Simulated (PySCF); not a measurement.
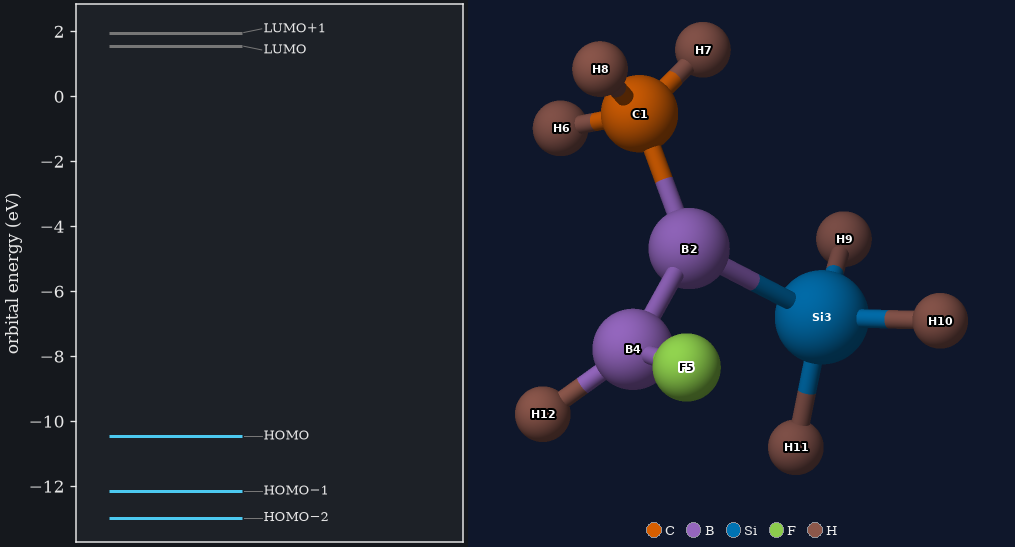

CH₇B₂FSi, SMILES CB([SiH3])BF. Hartree-Fock orbital energies near the frontier, HF/def2-SVPD with PySCF, at a PBE0-D3(BJ)/def2-SVP geometry (no frequency check), isolated molecule; empty levels in grey, levels within 0.03 eV side by side.

> Where do the frontier orbitals lie?

HOMO at −10.45 eV, LUMO at 1.54 eV, 12.00 eV apart.

> How does −ε(HOMO) compare with the ΔSCF vertical ionisation energy at this level?

−ε(HOMO) is 10.45 eV, the ΔSCF value 9.13 eV; the orbital energy is 1.32 eV too deep.

> List the levels with the atoms that carry most of them (a dash for levels above zero or within 0.03 eV of another, where shares mean little).

| orbital | energy (eV) | Löwdin shares |
| --- | --- | --- |
| LUMO+1 | 1.96 | – |
| LUMO | 1.54 | – |
| HOMO | −10.45 | B2 31 %, Si3 23 %, B4 15 % |
| HOMO−1 | −12.15 | B2 23 %, C1 17 %, Si3 16 % |
| HOMO−2 | −12.96 | Si3 42 %, H10 28 %, H11 21 % |

Caveats: one conformer of a flexible molecule; empty levels above zero depend strongly on the basis.
